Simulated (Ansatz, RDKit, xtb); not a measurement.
# C2H5F2NSi: ranking a sample of isomers, part 2 of 2

Which of a sample of isomers of C2H5F2NSi is the most stable in the gas at 298.15 K, and what are its properties? The sample is small against all isomers, and the most stable one of this formula need not be in it.

xtb, Ansatz and PySCF; isolated molecules. Earlier steps stand in the parts before.

## 6. After refinement

| label | spin | r2SCAN-D4/def2-SVP (kcal/mol) | B3LYP-D3(BJ)/def2-SVP, relaxed (kcal/mol) | time |
| --- | --- | --- | --- | --- |
| c781a | singlet | 0.0 | 0.0 | 30 s |
| c781at | triplet | 95.1 | 60.9 | 1.7 min |
| c643a | singlet | 107.0 | 101.3 | 45 s |

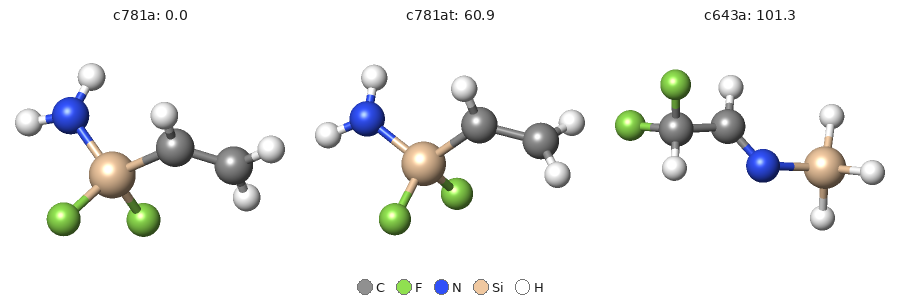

The relaxed structures, with energies at B3LYP-D3(BJ)/def2-SVP in kcal/mol.

## 7. Are they minima? Harmonic frequencies

The lowest few in one piece go on as finalists. In this search the thermal terms come from GFN2-xTB at its own nearest minimum. The first, c781a:

Input file start.xyz:

```xyz
11
c781a
C      1.807437     2.143167     0.135669
C      0.611038     1.968782     0.715127
F      1.347259    -0.671883     1.237322
F     -0.037171     0.433630     3.081454
N     -1.385684    -0.185260     0.872388
Si     0.110419     0.360778     1.468791
H      2.541122     1.331576     0.088197
H      2.105537     3.097907    -0.311911
H     -0.092738     2.810339     0.741222
H     -1.907164    -0.923953     1.333599
H     -1.614801    -0.113965    -0.113035
```

Launch:

```console
$ xtb start.xyz --gfn 2 --ohess tight
```

What it wrote (excerpt; [...] marks lines left out):

```text
* xtb version 6.7.1
[...]
          :  # basis functions                  35          :
[...]
          :  # electrons                        36          :
[...]
          :  Hamiltonian                  GFN2-xTB          :
[...]
          :  net charge                          0          :
          :  unpaired electrons                  0          :
[...]
   *** convergence criteria satisfied after 12 iterations ***
[...]
   *** GEOMETRY OPTIMIZATION CONVERGED AFTER 13 ITERATIONS ***
[...]
   *** convergence criteria satisfied after 3 iterations ***
[...]
         ::                     SUMMARY                     ::
         :::::::::::::::::::::::::::::::::::::::::::::::::::::
         :: total energy             -21.041393392281 Eh    ::
         :: gradient norm              0.000337497183 Eh/a0 ::
         :: HOMO-LUMO gap              4.605868949943 eV    ::
         ::.................................................::
         :: SCC energy               -21.243121258705 Eh    ::
         :: -> isotropic ES            0.052667203933 Eh    ::
         :: -> anisotropic ES          0.001620576162 Eh    ::
         :: -> anisotropic XC          0.005402155390 Eh    ::
         :: -> dispersion             -0.006531889444 Eh    ::
         :: repulsion energy           0.201727866424 Eh    ::
         :: add. restraining           0.000000000000 Eh    ::
         :: total charge               0.000000000000 e     ::
         :::::::::::::::::::::::::::::::::::::::::::::::::::::
[...]
        18        2.0000           -0.4114998             -11.1975 (HOMO)
        19                         -0.2422373              -6.5916 (LUMO)
[...]
molecular dipole:
                 x           y           z       tot (Debye)
 q only:       -0.614       0.216      -0.784
   full:       -0.588       0.239      -0.991       2.991
molecular quadrupole (traceless):
[...]
          | TOTAL ENERGY              -21.041393392282 Eh   |
          | TOTAL ENTHALPY            -20.959562774166 Eh   |
          | TOTAL FREE ENERGY         -21.001794197160 Eh   |
          | GRADIENT NORM               0.000337511432 Eh/α |
[...]
```

Run time: 0.32 s. Hardware: 2 threads of AMD EPYC 7R43 (Zen 3), shared host.

## 8. Thermal terms of the finalists

As xtb prints them, at 298.15 K, with its own treatment of low modes:

| label | SMILES | spin | lowest mode (cm⁻¹) | zero-point (kcal/mol) | G − E (kcal/mol) |
| --- | --- | --- | --- | --- | --- |
| c781a | C=C[Si](N)(F)F | singlet | 40 | 45.4 | 24.8 |
| c781at | C=C[Si](N)(F)F | triplet | 39 | 42.5 | 21.6 |
| c643a | FC(F)/C=N/[SiH3] | singlet | 44 | 40.8 | 20.4 |

## 9. The final energy

Each finalist gets a single point at CCSD(T)/def2-SVP + MP2/def2-TZVPP - MP2/def2-SVP.

c781a, CCSD(T)/def2-SVP:

Input file input.yaml:

```yaml
basis:
  gaussian:
    orbitals: def2-SVP
crystal:
  periodic: [false, false, false]
  atoms:
    - {symbol: C, position_ang: [1.807437, 2.143167, 0.135669]}
    - {symbol: C, position_ang: [0.611038, 1.968782, 0.715127]}
    - {symbol: F, position_ang: [1.347259, -0.671883, 1.237322]}
    - {symbol: F, position_ang: [-0.037171, 0.433630, 3.081454]}
    - {symbol: "N", position_ang: [-1.385684, -0.185260, 0.872388]}
    - {symbol: Si, position_ang: [0.110419, 0.360778, 1.468791]}
    - {symbol: H, position_ang: [2.541122, 1.331576, 0.088197]}
    - {symbol: H, position_ang: [2.105537, 3.097907, -0.311911]}
    - {symbol: H, position_ang: [-0.092738, 2.810339, 0.741222]}
    - {symbol: H, position_ang: [-1.907164, -0.923953, 1.333599]}
    - {symbol: H, position_ang: [-1.614801, -0.113965, -0.113035]}
correlation:
  method: ccsd_t
  frozen_orbitals: {C: 1, Si: 5, F: 1, "N": 1, H: 0}
```

Launch:

```console
$ ansatz run input.yaml --threads 2 --pin off --max-ram 4350MiB --events-out events.jsonl --progress --plain --runs-dir runs
```

What it wrote (excerpt; [...] marks lines left out):

```text
Warning: RAYON_NUM_THREADS=2 ignored (pool sized by the plan → 2); use --threads N
Functional definition: HF
  name "HF"
[...]
1115 factors; integrals over basis functions are off by at most 1.4e-3 eV
[...]
mean field -16890.36690008 eV, -620.7095348760 hartree, gradient 2.8e-6 eV, S^2 0.000000; 0 other end points of the search recorded, 0 dependent functions left out; unrestricted orbitals would lower it
10 core orbitals not correlated: weight in the atoms' cores, before any rotation towards them, 1.000 or more for the frozen orbitals, at most 0.000 for the correlated occupied ones
reference -16890.36690008 eV, -620.7095348760 hartree; 18, 18 occupied and 85, 85 virtual orbitals, 1115 factors
second order -24.28175860 eV of doubles, -0.00000000 eV of singles
cycle   1  -24.70444992 eV  change   -4.2e-1 eV  update   1.1e-1
[...]
cycle   9  -25.39294046 eV  change    4.7e-7 eV  update   2.1e-5
perturbative correction -0.61914301 eV, -0.0227530860 hartree
Total energy: -16916.37898355 eV, -621.6654613119 hartree
```

Wall time 16 s (2 threads of AMD EPYC 7R43 (Zen 3), shared host); peak memory 0.62 GiB.

## 10. c781a at MP2/def2-TZVPP

input.yaml, as its differences from that of step 9:

```diff
@@ -1,4 +1 @@
-basis:
-  gaussian:
-    orbitals: def2-SVP
 crystal:
@@ -17,4 +14,4 @@
     - {symbol: H, position_ang: [-1.614801, -0.113965, -0.113035]}
-correlation:
-  method: ccsd_t
-  frozen_orbitals: {C: 1, Si: 5, F: 1, "N": 1, H: 0}
+basis:
+  gaussian: {orbitals: def2-TZVPP}
+correlation: {method: mp2, frozen_orbitals: {C: 1, Si: 5, F: 1, "N": 1, H: 0}}
```

Launch:

```console
$ ansatz run input.yaml --threads 2 --pin off --max-ram 4350MiB --events-out events.jsonl --progress --plain --runs-dir runs
```

What it wrote:

```text
Warning: RAYON_NUM_THREADS=2 ignored (pool sized by the plan → 2); use --threads N
[... 2 set-up lines as earlier in the session ...]
  exchange = exact_x
  correlation = 0
1617 factors; integrals over basis functions are off by at most 1.1e-3 eV
mean field evaluation 1: about -16899.8010 eV, gradient 4.9e1 eV
mean field evaluation 2: about -16900.0441 eV, gradient 5.0e1 eV
mean field evaluation 4: about -16904.6568 eV, gradient 3.8e0 eV
mean field evaluation 8: about -16904.7195 eV, gradient 2.2e-1 eV
mean field -16904.71967670 eV, -621.2369896882 hartree, gradient 2.6e-6 eV, S^2 0.000000; 0 other end points of the search recorded, 0 dependent functions left out
10 core orbitals not correlated: weight in the atoms' cores, before any rotation towards them, 1.000 or more for the frozen orbitals, at most 0.000 for the correlated occupied ones
reference -16904.71967670 eV, -621.2369896882 hartree; 18, 18 occupied and 239, 239 virtual orbitals, 1617 factors
second order -31.20995724 eV of doubles, -0.00000000 eV of singles
Total energy: -16935.92963394 eV, -622.3839344619 hartree
```

It took 8.1 s on 2 threads of AMD EPYC 7R43 (Zen 3), shared host; peak memory 0.69 GiB.

## 11. c781at at CCSD(T)/def2-SVP

Input file input.yaml:

```yaml
crystal:
  periodic: [false, false, false]
  atoms:
    - {symbol: C, position_ang: [1.923423, 2.239280, 0.161331]}
    - {symbol: C, position_ang: [0.556296, 1.858133, 0.452693]}
    - {symbol: F, position_ang: [1.304764, -0.700421, 1.298792]}
    - {symbol: F, position_ang: [0.026027, 0.654870, 3.035695]}
    - {symbol: "N", position_ang: [-1.442209, -0.214468, 0.996890]}
    - {symbol: Si, position_ang: [0.092126, 0.372699, 1.438986]}
    - {symbol: H, position_ang: [2.448371, 1.857251, -0.723016]}
    - {symbol: H, position_ang: [2.510387, 2.844465, 0.863841]}
    - {symbol: H, position_ang: [-0.266745, 2.502637, 0.097800]}
    - {symbol: H, position_ang: [-1.958681, -0.845160, 1.602052]}
    - {symbol: H, position_ang: [-1.708504, -0.318168, 0.023760]}
basis:
  gaussian: {orbitals: def2-SVP}
magnetization: {spin_polarized: true, initial_magnetization: 2}
correlation: {method: ccsd_t, frozen_orbitals: {C: 1, Si: 5, F: 1, "N": 1, H: 0}}
scf: {omitted_lower_state_checks: [cluster_reference]}
```

Launch:

```console
$ ansatz run input.yaml --threads 2 --pin off --max-ram 4350MiB --events-out events.jsonl --progress --plain --runs-dir runs
```

What it wrote (excerpt; [...] marks lines left out):

```text
Warning: RAYON_NUM_THREADS=2 ignored (pool sized by the plan → 2); use --threads N
[... 2 set-up lines as earlier in the session ...]
[...]
1117 factors; integrals over basis functions are off by at most 1.1e-3 eV
[...]
mean field -16888.59901782 eV, -620.6445664011 hartree, gradient 1.8e-6 eV, S^2 2.012226; 0 other end points of the search recorded, 0 dependent functions left out
10 core orbitals not correlated: weight in the atoms' cores, before any rotation towards them, 1.000 or more for the frozen orbitals, at most 0.000 for the correlated occupied ones
reference -16888.59901782 eV, -620.6445664011 hartree; 19, 17 occupied and 84, 86 virtual orbitals, 1117 factors
second order -23.18508224 eV of doubles, -0.00000000 eV of singles
cycle   1  -23.83331932 eV  change   -6.5e-1 eV  update   1.0e-1
[...]
cycle  10  -24.48529235 eV  change    1.8e-5 eV  update   2.3e-5
perturbative correction -0.51617122 eV, -0.0189689424 hartree
Total energy: -16913.60048138 eV, -621.5633532407 hartree
Checks for a lower state left out: cluster_reference
```

Wall time 67 s (2 threads of AMD EPYC 7R43 (Zen 3), shared host); peak memory 1.4 GiB.

For c781a the log finds that unrestricted Hartree-Fock orbitals lie lower, a sign to watch the closed-shell reference there.

## 12. The ranking

Energies in kcal/mol from c781a; G adds the thermal terms to the CCSD(T)/def2-SVP + MP2/def2-TZVPP - MP2/def2-SVP energy. The columns left of the relaxed level are at the tight-binding geometries.

| label | SMILES | spin | r2SCAN-D4/def2-SVP | B3LYP-D3(BJ)/def2-SVP | HF/def2-SVP | MP2/def2-SVP | CCSD(T)/def2-SVP + MP2/def2-TZVPP - MP2/def2-SVP | G | share at equilibrium | T1 |
| --- | --- | --- | --- | --- | --- | --- | --- | --- | --- | --- |
| c781a | C=C[Si](N)(F)F | singlet | 0.0 | 0.0 | 0.0 | 0.0 | 0.0 | 0.0 | 100.0 % | 0.012 |
| c781at | C=C[Si](N)(F)F | triplet | 95.1 | 60.9 | 40.8 | 66.1 | 66.1 | 62.8 | < 0.1 % | 0.012 |
| c643a | FC(F)/C=N/[SiH3] | singlet | 107.0 | 101.3 | 105.3 | 108.9 | 118.0 | 113.5 | < 0.1 % | 0.012 |

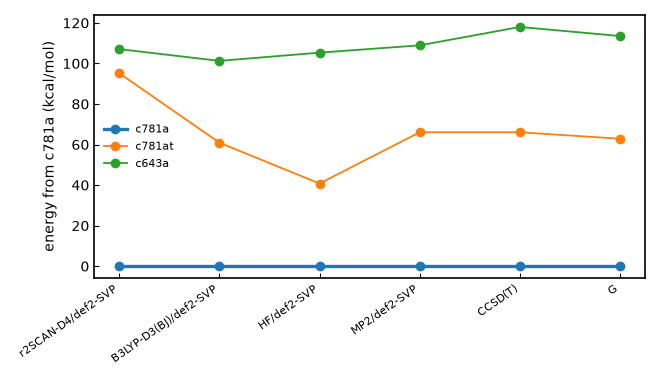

The finalists at each level, measured from c781a.

Lowest found: c781a, `C=C[Si](N)(F)F`, a singlet. Bond lengths: C1–C2 1.341 Å, C2–Si6 1.845 Å, F3–Si6 1.628 Å, F4–Si6 1.621 Å, N5–Si6 1.701 Å, C1–H7 1.095 Å, C1–H8 1.096 Å, C2–H9 1.097 Å, N5–H10 1.015 Å, N5–H11 1.014 Å. Some angles: C1–C2–Si6 122.1°, C2–Si6–F3 106.8°, C2–Si6–F4 113.1°, C2–Si6–N5 112.0°, F3–Si6–F4 103.8°, F3–Si6–N5 114.5°, F4–Si6–N5 106.5°, C1–C2–H9 118.9°, Si6–C2–H9 119.0°, C2–C1–H7 121.3°.

```xyz
11

C     1.8074    2.1432    0.1357
C     0.6110    1.9688    0.7151
F     1.3473   -0.6719    1.2373
F    -0.0372    0.4336    3.0815
N    -1.3857   -0.1853    0.8724
Si    0.1104    0.3608    1.4688
H     2.5411    1.3316    0.0882
H     2.1055    3.0979   -0.3119
H    -0.0927    2.8103    0.7412
H    -1.9072   -0.9240    1.3336
H    -1.6148   -0.1140   -0.1130
```

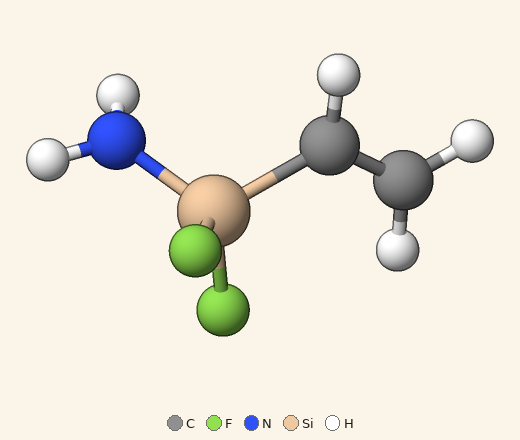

The lowest structure found, seen from a chosen angle (carbon grey, fluorine green, nitrogen blue, silicon light orange, hydrogen white).

## 13. Outcome

This closing draws on all 2 parts.

```
                                 quantity                                                                   value
                   lowest structure found                                                 C=C[Si](N)(F)F, singlet
                            next finalist                      C=C[Si](N)(F)F, triplet, 62.8 kcal/mol higher in G
share at equilibrium, among the finalists                                                                 100.0 %
                                   funnel  10 starts, 9 minima at GFN2-xTB, 6 screening runs, 3 relaxed, 3 ranked
                     CPU time of all runs                                                                  10 min
```

**Reading.** The lowest structure found is `C=C[Si](N)(F)F`. The margin of 62.8 kcal/mol over the next finalist is beyond the usual error of the last level; it says nothing of structures that weren't ranked. r2SCAN-D4/def2-SVP, B3LYP-D3(BJ)/def2-SVP, HF/def2-SVP and MP2/def2-SVP already put its bonding pattern lowest among the structures in one piece. The largest share of the time went into the relaxations (55 %). The search is not exhaustive (a finite list of starts, one conformer a finalist), so a lower isomer can't be ruled out. Only 4 drawn patterns were tried, so whole families of isomers are missing, and the result ranks this sample alone.
